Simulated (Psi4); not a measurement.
# CH3AlO (SMILES [CH3][Al]=[O]) at B3LYP/def2-TZVP (sweep point 3)

Aim: the vertical singlet–triplet gap of CH3AlO at B3LYP/def2-TZVP (sweep point 3), from 2 runs. 

Program for the calculation: Psi4 1.11.

## 1. Starting point

CH3AlO has 6 atoms, charge 0, and is taken as a singlet. As SMILES, `[CH3][Al]=[O]`. The shape is that of a PBE0-D4/def2-TZVP optimisation.

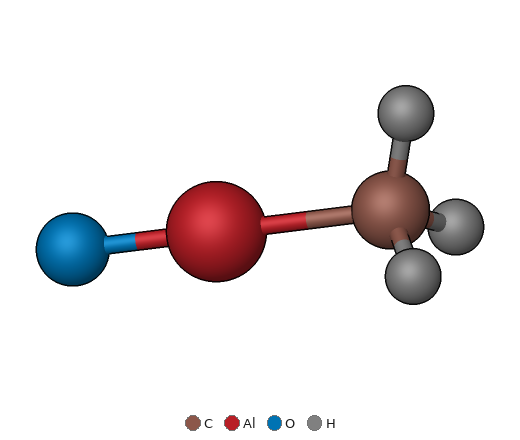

Viewed from a chosen angle; carbon brown, aluminium red, oxygen blue, hydrogen grey.

## 2. A single-point energy at B3LYP/def2-TZVP (sweep point 3)

Contents of ch3alo.py:

```python
import psi4

psi4.set_memory('1600 MB')
psi4.set_num_threads(1)
psi4.set_output_file('run.log', False)

molecule = psi4.geometry("""
C     -0.412500     0.498200    -0.315400
Al     0.696700    -0.841400     0.532500
O      1.611700    -1.946300     1.232100
H      0.065200     1.479100    -0.263900
H     -1.383600     0.560900     0.180800
H     -0.577400     0.249400    -1.366100
units angstrom
symmetry c1
""")

psi4.set_options({
    'basis': 'def2-TZVP',
    'puream': True,
    'scf_type': 'pk',
    'dft_radial_points': 99,
    'dft_spherical_points': 590,
})

E, wfn = psi4.energy('b3lyp', return_wfn=True)
print(f'total energy {E:.8f} hartree = {E * 27.211386:.5f} eV')
```

On the command line:

```bash
python ch3alo.py
```

run.log:

```text
[...]
  Running in c1 symmetry.
[...]
  Nuclear repulsion =   83.909553177892164
[...]
  Multiplicity = 1
[...]
  Nalpha       = 15
  Nbeta        = 15
[...]
    Number of basis functions: 117
[...]
   @RKS iter   1:  -356.94235940352922   -1.54819e-01   1.09056e-02 ADIIS/DIIS
[...]
   @RKS iter  11:  -357.64485822217074   -1.30079e-08   1.03858e-07 DIIS
[...]
    Orbital Energies [Eh]
    ---------------------
    Doubly Occupied:
       1A    -56.016795     2A    -19.049531     3A    -10.197372
       4A     -4.131607     5A     -2.686783     6A     -2.686783
       7A     -2.677522     8A     -0.844433     9A     -0.728033
      10A     -0.444725    11A     -0.444703    12A     -0.384702
      13A     -0.288370    14A     -0.257494    15A     -0.257493
[...]
  @RKS Final Energy:  -357.64485822217074
   => Energetics <=
    Nuclear Repulsion Energy =             83.9095531778921639
    One-Electron Energy =                -661.3573520383924915
    Two-Electron Energy =                 247.1296017810203693
    DFT Exchange-Correlation Energy =     -27.3266611426907140
    Empirical Dispersion Energy =           0.0000000000000000
    VV10 Nonlocal Energy =                  0.0000000000000000
    Total Energy =                       -357.6448582221707397
[...]
 Multipole Moments:
 ------------------------------------------------------------------------------------
     Multipole            Electronic (a.u.)      Nuclear  (a.u.)        Total (a.u.)
 ------------------------------------------------------------------------------------
 L = 1.  Multiply by 2.5417464519 to convert [e a0] to [Debye]
 Dipole X            :          2.3592252           -3.6445458           -1.2853206
 Dipole Y            :         -2.8492430            4.4012802            1.5520372
 Dipole Z            :          1.8031227           -2.7858595           -0.9827368
 Magnitude           :                                                    2.2420170
[...]
```

Standard output:

```text
total energy -357.64485822 hartree = -9732.01229 eV
```

It took 23 s on 1 thread of Intel Xeon Platinum 8259CL at 2.50GHz (Skylake/Cascade Lake), shared host; peak memory 0.71 GiB.

## 3. The triplet, same level

Contents of run.py:

```python
import psi4

psi4.set_memory('1600 MB')
psi4.set_num_threads(1)
psi4.core.set_output_file('psi4.out', False)

m = psi4.geometry("""
0 3
C     -0.412500     0.498200    -0.315400
Al     0.696700    -0.841400     0.532500
O      1.611700    -1.946300     1.232100
H      0.065200     1.479100    -0.263900
H     -1.383600     0.560900     0.180800
H     -0.577400     0.249400    -1.366100
symmetry c1
""")

options = {'reference': 'uks', 'puream': True, 'scf_type': 'pk', 'dft_radial_points': 99, 'dft_spherical_points': 590, 'maxiter': 150}
psi4.set_options(options)

e_tot = psi4.energy("b3lyp/def2-TZVP")
print(f'b3lyp/def2-TZVP energy: {e_tot:.10f} Eh')
```

On the command line:

```bash
python run.py
```

psi4.out:

```text
[...]
  Running in c1 symmetry.
[...]
  Nuclear repulsion =   83.909553177892164
[...]
  Multiplicity = 3
[...]
  Nalpha       = 16
  Nbeta        = 14
[...]
    Number of basis functions: 117
[...]
   @UKS iter   1:  -357.06262600736670   -2.75085e-01   8.46206e-03 ADIIS/DIIS
[...]
   @UKS iter  10:  -357.51173133070415   -1.86618e-08   2.82080e-07 DIIS
[...]
   @S^2 Observed:                2.003339015E+00
[...]
    Orbital Energies [Eh]
    ---------------------
    Alpha Occupied:
       1A    -56.035147     2A    -19.184090     3A    -10.152254
       4A     -4.145565     5A     -2.700706     6A     -2.698935
       7A     -2.693554     8A     -0.998407     9A     -0.697451
      10A     -0.440039    11A     -0.431072    12A     -0.412030
      13A     -0.411595    14A     -0.373959    15A     -0.346184
      16A     -0.137816
    Alpha Virtual:
      17A     -0.055998    18A     -0.045643    19A      0.041877
      20A      0.088208    21A      0.088627    22A      0.109627
      23A      0.142997    24A      0.143436    25A      0.155435
[...]
  @UKS Final Energy:  -357.51173133070415
   => Energetics <=
    Nuclear Repulsion Energy =             83.9095531778921639
    One-Electron Energy =                -660.3746955627968873
    Two-Electron Energy =                 246.2591962656318572
    DFT Exchange-Correlation Energy =     -27.3057852114312709
    Empirical Dispersion Energy =           0.0000000000000000
    VV10 Nonlocal Energy =                  0.0000000000000000
    Total Energy =                       -357.5117313307041513
[...]
 Multipole Moments:
 ------------------------------------------------------------------------------------
     Multipole            Electronic (a.u.)      Nuclear  (a.u.)        Total (a.u.)
 ------------------------------------------------------------------------------------
 L = 1.  Multiply by 2.5417464519 to convert [e a0] to [Debye]
 Dipole X            :          3.3072495           -3.6445458           -0.3372962
 Dipole Y            :         -3.9960108            4.4012802            0.4052695
 Dipole Z            :          2.5308445           -2.7858595           -0.2550150
 Magnitude           :                                                    0.5857002
[...]
```

On the terminal:

```text
b3lyp/def2-TZVP energy: -357.5117313307 Eh
```

Run time: 32 s. Hardware: 1 thread of Intel Xeon Platinum 8259CL at 2.50GHz (Skylake/Cascade Lake), shared host; peak memory 0.71 GiB.

## 4. What came out

Level: B3LYP/def2-TZVP (sweep point 3).

| quantity | value |
| --- | --- |
| singlet: total energy | -357.64486 Eh |
| singlet: dipole moment | 5.70 D |
| singlet: HOMO energy | -7.01 eV |
| singlet: LUMO energy | -1.81 eV |
| singlet: HOMO–LUMO gap | 5.20 eV |
| triplet: total energy | -357.51173 Eh |
| triplet: dipole moment | 1.49 D |
| triplet: HOMO energy (highest over α and β) | -3.75 eV |
| triplet: ⟨S²⟩ | 2.003 |
| vertical energy of the triplet above the singlet | 3.623 eV |

In words: At this shape the triplet lies 3.62 eV (84 kcal/mol) above the singlet.
